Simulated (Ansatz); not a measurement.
# Calculations on C$_{2}$H$_{10}$Ge

### Relaxation

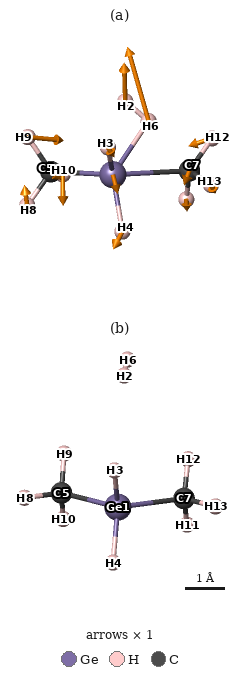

The structure of C2H10Ge (started from a transition state, displaced along its imaginary mode) before (top) and after (bottom) a relaxation, at one scale. The orange arrows give the displacements, at their true length.

The picture is a ball-and-stick view, seen at a tilt.

Level of theory: RKS PBE0-D4/def2-TZVP in Ansatz 0.2.0. Set-up: force threshold 0.005 eV/Å; at most 200 steps.

### What changed between the two?

H6 moves most after the best rigid fit: 2.02 Å. By element the largest moves are H 2.02 Å, Ge 0.52 Å, C 0.41 Å. Some distances before and after: Ge1–H6 1.838 → 3.910 Å, Ge1–H2 2.046 → 3.431 Å, Ge1–C7 2.158 → 1.954 Å, H2–H6 0.798 → 0.747 Å. Bonds break, among them: Ge1–H6 (1.84 → 3.91 Å). Among the angles between lasting bonds that change: Ge1–C7–H12 132.3° → 110.2°, H4–Ge1–C7 87.7° → 109.7°, Ge1–C7–H13 99.4° → 110.7°. Groups turn about Ge1–C5 by about 35°. Over 27 accepted moves (30 points after the start) the energy falls by 215.1 kJ/mol. The largest force component goes from 1.5 to 0.0015 eV/Å. The line search rejected the trial steps at points 9, 18, 20 of the run. The run took 42 s on 8 threads of Arm Neoverse V1, with other jobs on the host.

### Relaxation

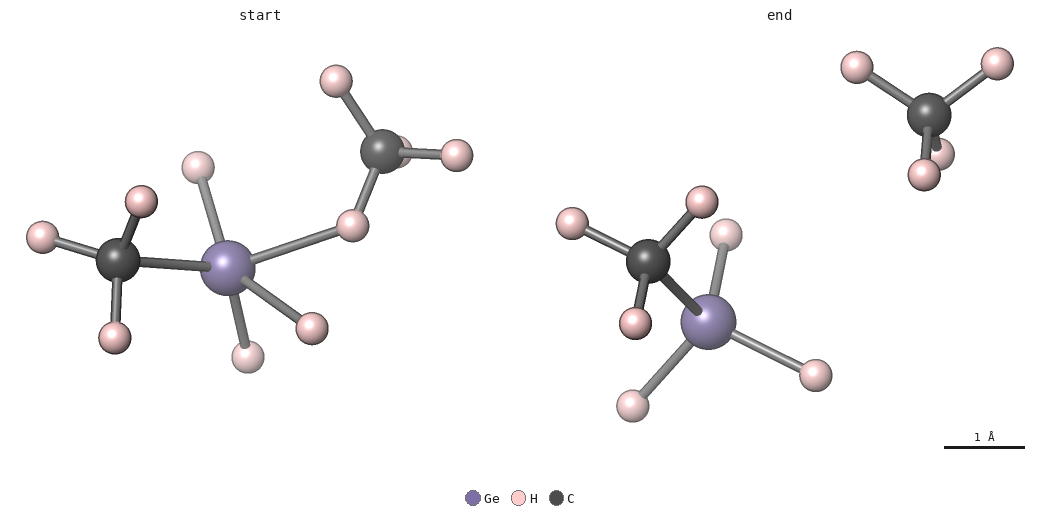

The structure of C₂H₁₀Ge (started from a transition state, displaced along its imaginary mode) before (left) and after (right) a relaxation, at one scale.

A ball-and-stick model, seen from a free direction.

Method: Ansatz, RKS PBE0-D4/def2-TZVP. (force threshold 0.005 eV/Å; at most 200 steps)

Summarise the run.

Over 34 accepted moves (35 points after the start) the energy falls by 2.903 eV. Largest force component: 1.9 eV/Å at the start, 0.0034 eV/Å at the end. The line search rejected the trial step at point 8 of the run. The forces were under the threshold at step 27, but the run went on from there. The largest move after the best rigid fit is that of an H atom, 1.81 Å. Largest moves by element: H 1.81 Å, Ge 0.93 Å, C 0.75 Å. Some distances before and after: Ge–H 1.759 → 3.758 Å, C–Ge 2.445 → 3.947 Å, Ge–H 1.744 → 1.539 Å, Ge–H 1.648 → 1.539 Å. Bonds break, among them: Ge–H (1.76 → 3.76 Å). Bond angles that change, for instance: H–Ge–H 150.4° → 108.5°, H–Ge–C 90.0° → 110.5°, H–Ge–H 90.8° → 108.4°. The run took 45 s on 8 threads of Arm Neoverse V1, with other jobs on the host.

### Reaction

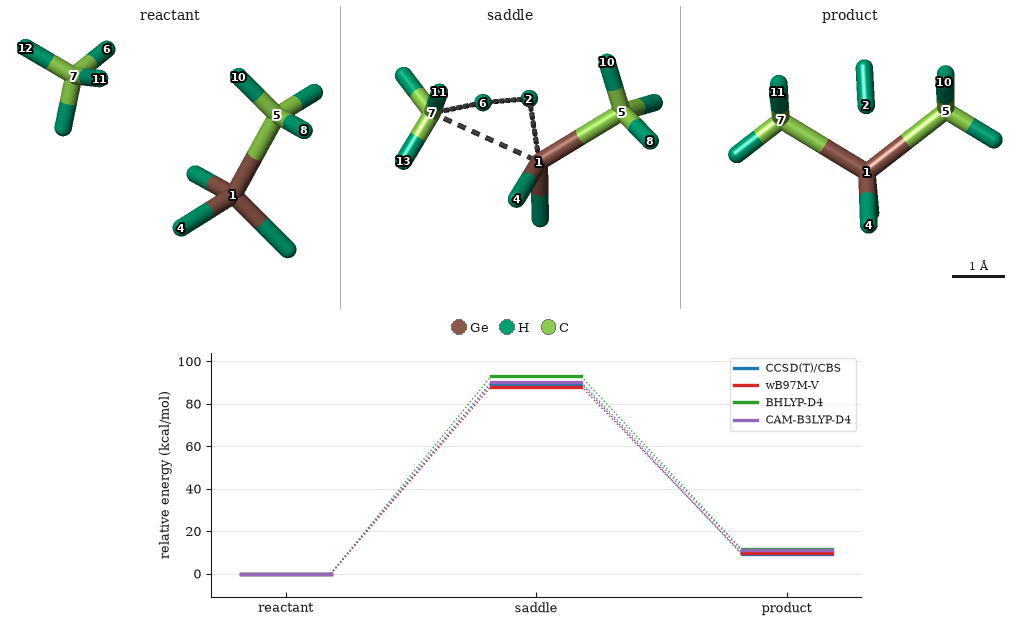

A reaction step of C2H10Ge, with its energy diagram. Style: stick. Shown face on. Dashed sticks mark bonds that form or break.

Stationary points at PBE0-D4/def2-TZVP, single-point energies with CCSD(T)/CBS, wB97M-V, BHLYP-D4, CAM-B3LYP-D4 (def2-TZVPP where no basis is named; Ansatz 0.2.0). The energies are electronic, without zero-point or thermal terms, and both ends are the minima reached downhill from the saddle, with any fragments still in contact. CCSD(T)/CBS stands for a frozen-core estimate: MP2 correlation extrapolated from def2-TZVPP and def2-QZVPP, CCSD(T) minus MP2 from the smaller set.

What happens, and what does it cost?

Answer. Counted by bonded pieces, the reactant holds CH₄ + CH₆Ge and the product holds C₂H₈Ge + H₂. From the reactant over the saddle to the product, bonds form: C–Ge (3.95 → 2.30 → 1.95 Å), H–H (3.25 → 1.15 → 0.75 Å). Bonds break: Ge–H (1.54 → 1.89 → 3.43 Å), C–H (1.09 → 1.38 → 3.91 Å). The saddle has one imaginary mode, 1779i cm⁻¹. With CCSD(T)/CBS the barrier is 89.4 kcal/mol from the reactant and 80.2 kcal/mol from the product, and the product lies 9.3 kcal/mol above the reactant.

```csv
level,barrier from the reactant (kcal/mol),barrier from the product (kcal/mol),the product less the reactant (kcal/mol)
CCSD(T)/CBS,89.4,80.2,9.3
wB97M-V,88.1,78.2,9.9
BHLYP-D4,92.9,81.4,11.5
CAM-B3LYP-D4,90.2,79.0,11.3
```

Against CCSD(T)/CBS, CAM-B3LYP-D4 comes closest on the barrier from the reactant (+0.8 kcal/mol) and BHLYP-D4 misses most (+3.5 kcal/mol).

Limits of the set-up: the start holds two separate molecules, 2.8 Å apart at their closest, whose relative position is a soft coordinate.
